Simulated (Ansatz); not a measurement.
C₂H₄OSi (SMILES O[SiH]1C=C1)

The calculation's input:

```
crystal:
  periodic: [false, false, false]
  atoms:
    - { symbol: O, position_ang: [-0.9833, 1.49412, -0.87462] }
    - { symbol: Si, position_ang: [-0.16357, 0.71685, 0.29693] }
    - { symbol: C, position_ang: [-0.31605, 1.08841, 2.11236] }
    - { symbol: C, position_ang: [0.83991, 1.56268, 1.61429] }
    - { symbol: H, position_ang: [-1.18457, 1.08482, -1.71084] }
    - { symbol: H, position_ang: [0.08937, -0.56048, -0.3172] }
    - { symbol: H, position_ang: [-0.77389, 1.08, 3.08806] }
    - { symbol: H, position_ang: [1.68452, 2.08712, 2.03095] }
basis:
  gaussian: { orbitals: def2-SVP }
hamiltonian:
  xc: lda
relax:
  f_tol: 0.015
  max_steps: 40
output:
  orbitals: {}
```

Run with:

```sh
ansatz run input.yaml --threads 1 --pin off --max-ram 2048MiB --backend cpu --events-out ev --progress --plain --runs-dir out
```

The fields are those of the relaxed geometry.

The calculation used RKS LDA/def2-SVP in Ansatz.

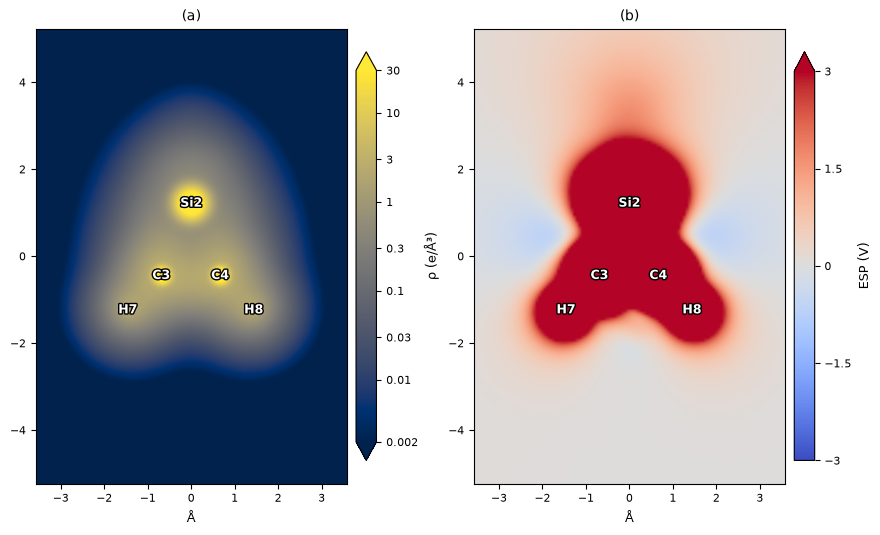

Figure 1. (a) total electron density; (b) molecular electrostatic potential on the plane of atoms C3, Si2 and C4.

**What does the map show?**

The plane passes through Si, C and H nuclei. C–C (1.35 Å): ρ at the midpoint is about 2.2 e/Å³. C–Si (1.80 Å): ρ is about 0.91 e/Å³ halfway. C–H (1.11 Å): ρ at the midpoint is about 1.9 e/Å³. Outside the dense part of the molecule the potential is most negative (−0.6 V) near C3 and C4.

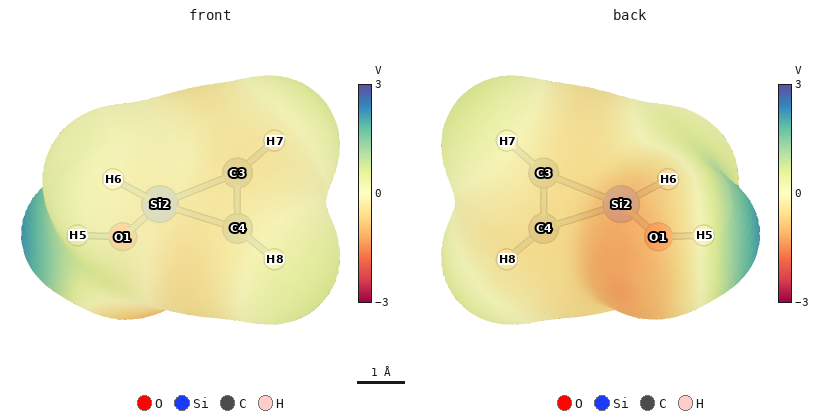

Figure 2. The molecular electrostatic potential painted on the density surface at 0.001 e/bohr³, seen from the front and from behind; red is negative and blue positive.

**Which sites attract a positive test charge, and which a negative one?**

A positive charge is drawn to the negative regions and a negative charge to the positive ones. The most negative region (about −1.3 V) lies over O1, the most positive (about +2.1 V) over H5. O1 is the likeliest acceptor of a hydrogen bond.

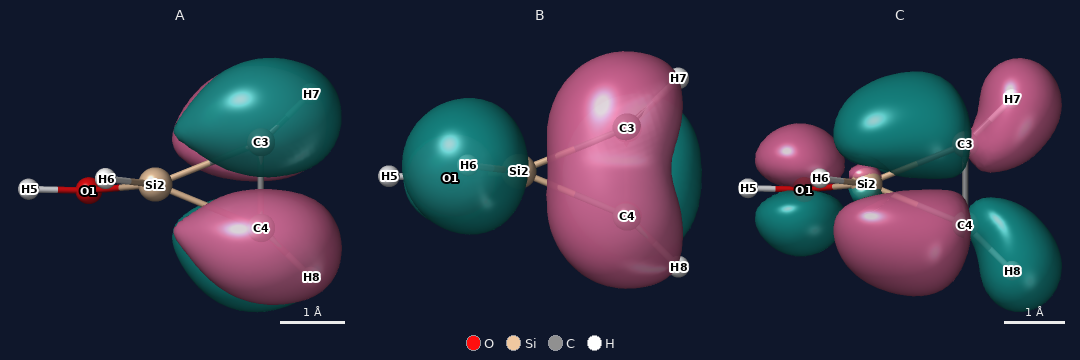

Figure 3. Three frontier orbitals at ±0.1 Å⁻³ᐟ² (teal and pink are the two phases), in no order.

**Order the three orbitals by energy and name them.**

B is the HOMO−1 (−7.20 eV). Its weight (Hirshfeld) is mainly on C4 (about 30 %), C3 (about 30 %), Si2 (about 15 %), H6 (about 15 %) and O1 (about 10 %). C is the HOMO (−5.84 eV). Its weight (Hirshfeld) is mainly on Si2 (about 25 %), C3 (about 25 %), C4 (about 25 %) and O1 (about 15 %). A is the LUMO (−1.29 eV). By Hirshfeld shares it lies mainly on C4 (about 40 %) and C3 (about 40 %); π-antibonding (π*) across C4–C3.

**What is the HOMO–LUMO gap?**

4.55 eV between the orbital energies.
